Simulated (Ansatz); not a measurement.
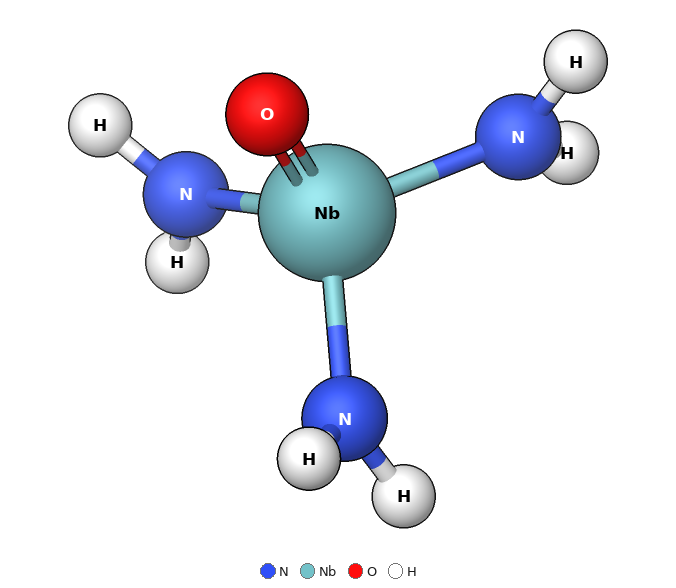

The species is neutral and a spin singlet. The computed structure is the end point of a PBE-D4/def2-SVP optimisation. No frequency run is at hand to confirm it as a minimum. Properties computed with RKS PBE-D4/def2-SVP, core potentials on Nb (Ansatz 0.2.0).

Give the dipole moment at this level.

3.59 D.

Give the dispersion correction at this level.

−23.0 kJ/mol.
